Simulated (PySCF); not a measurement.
# H4Pb, SMILES `[PbH4]`: electronic structure

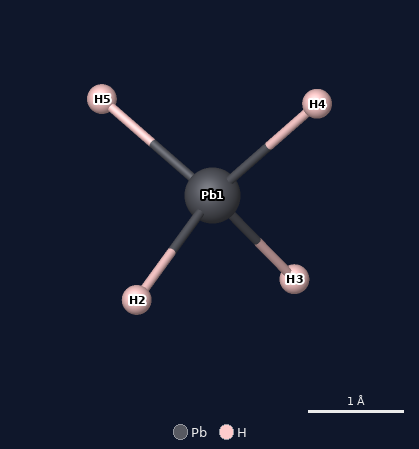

The molecule, with its atoms numbered as below. No frequency check shows the geometry to be a minimum.

Geometry (Å), atoms numbered from 1:

```
Pb1      0.0000    0.0000    0.0000
H2      -1.1953   -0.9935    0.7387
H3       1.1953   -0.9935   -0.7387
H4       0.7388    0.9936    1.1951
H5      -0.7388    0.9936   -1.1951
```

## 1. Bonding charge

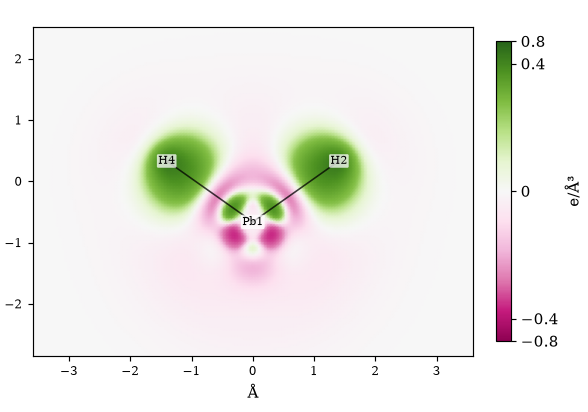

Deformation density (molecule less spherical, spin-averaged free atoms) in the plane of Pb1, H2 and H4; colour scale in e/Å³, logarithmic beyond ±0.1; green: gain, pink: loss.

Computed with PySCF, PBE/def2-TZVP, geometry: GFN2-xTB. Core potentials replace the inner electrons of Pb; spin–orbit coupling isn't included.

**Describe the bonding that the map shows.**

Pb1–H2 and Pb1–H4: +0.20 e/Å³ at the bond critical point (bond length 1.72 Å, Mayer order 0.9). In all, 0.9 electrons gather in the regions of gain relative to the promolecule.

**Where do the Hirshfeld charges lie?**

The highest Hirshfeld charge is on Pb1 (+0.32 e), the lowest on H2, H3, H4 and H5 (−0.08 e).

## 2. Bond critical points

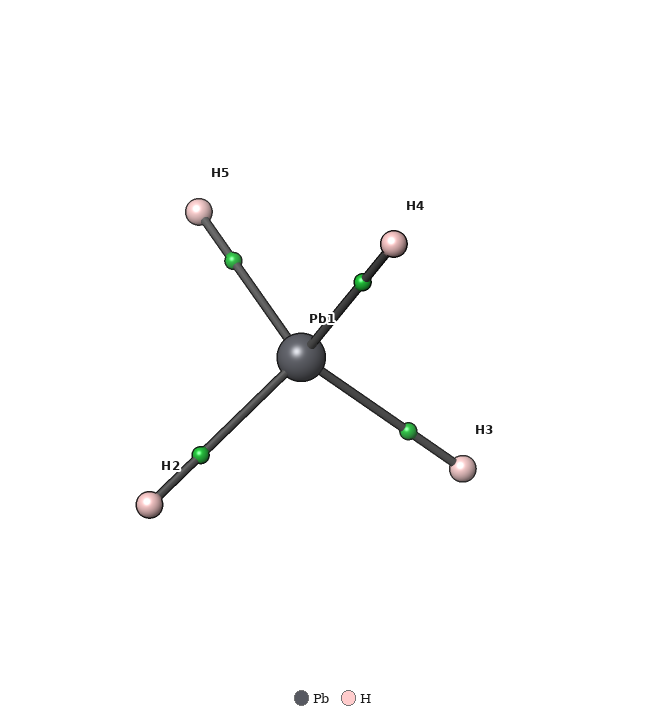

Molecular graph of the electron density (QTAIM): bond paths, bond critical points (green), ring points (magenta, if any); weak paths are dashed.

**How many critical points of each kind are there, and does the count close?**

5 nuclei, 4 bond, 0 ring and 0 cage critical points: 5 − 4 + 0 − 0 = 1, as the Poincaré–Hopf relation requires.

**What does the calculation give at each kind of bond critical point?**

```tsv
bond	length (Å)	ρ (a.u.)	∇²ρ (a.u.)	ε	H (a.u.)
Pb1–H2 (4 alike)	1.721	0.121	+0.06	0.00	−0.062
```

**What kind of interaction is Pb1–H2?**

Polar or intermediate (positive Laplacian, negative energy density H): ρ = 0.121, ∇²ρ = +0.06, H = −0.062 a.u.

## 3. Electrostatic potential

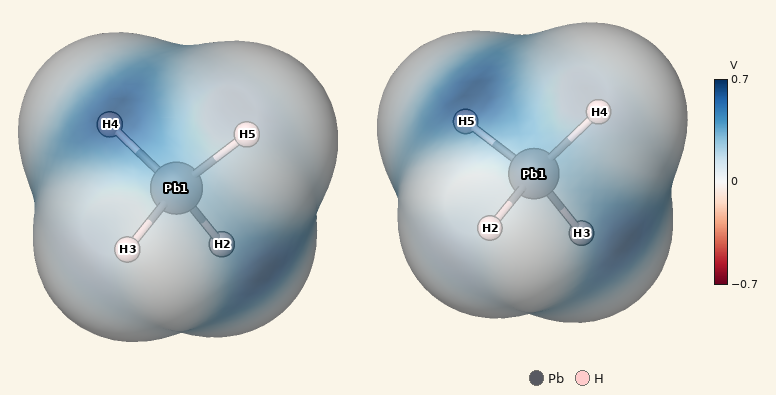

Electrostatic potential on the surface of electron density 0.001 a.u. (back view left, front view right).

**Where are the extremes of the potential on the surface?**

Highest: 0.64 V, near H3 (2.25 Å), Pb1 (2.28 Å), H2 (2.40 Å) and H5 (2.42 Å), and at like points elsewhere. Further maxima include 0.01 V, 1.5 Å from H3. Lowest: −0.01 V, 1.5 Å from H5, and at like points elsewhere. The surface is sampled at points, so like sites can differ by a few per cent and only the strongest of them is named.

**What volume does the surface enclose, and what is the dipole moment?**

About 79 Å³; the dipole moment is 0.0 D.

## 4. In an electric field

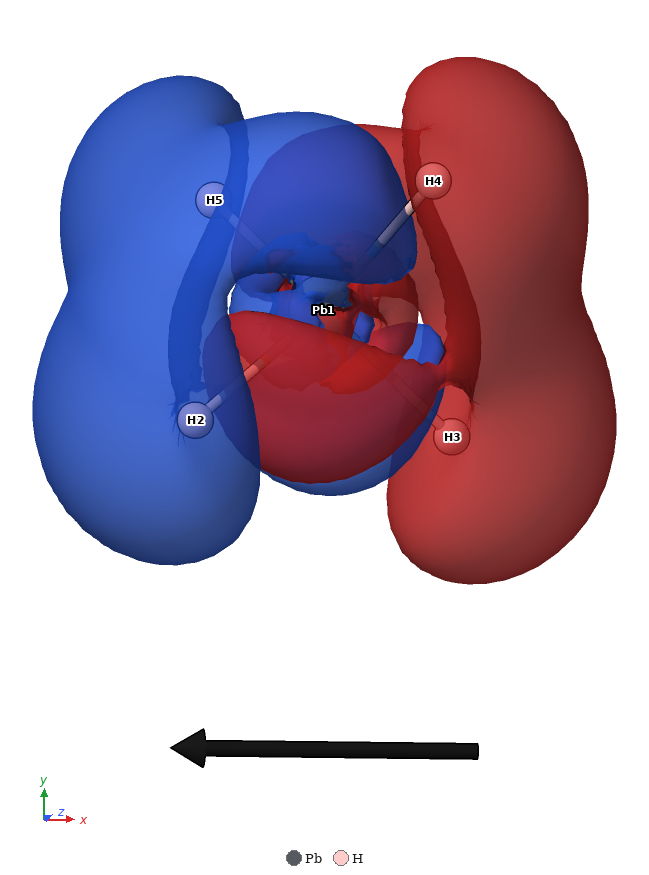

Change of the electron density in a uniform field of 0.21 V/Å along −x (arrow), surfaces at ±0.0008 e/Å³ (red: gain, blue: loss).

Computed with PySCF, PBE/def2-TZVP, geometry: GFN2-xTB. Core potentials replace the inner electrons of Pb; spin–orbit coupling isn't included. A basis without diffuse functions makes polarisabilities too small.

The field was applied in both directions; the picture shows the one opposite to the script's first.

**What dipole is induced, and what polarisability does it imply?**

The induced dipole is 0.47 D (along the field); α along this axis, from the fields in both directions, is 46 bohr³ (6.9 Å³).
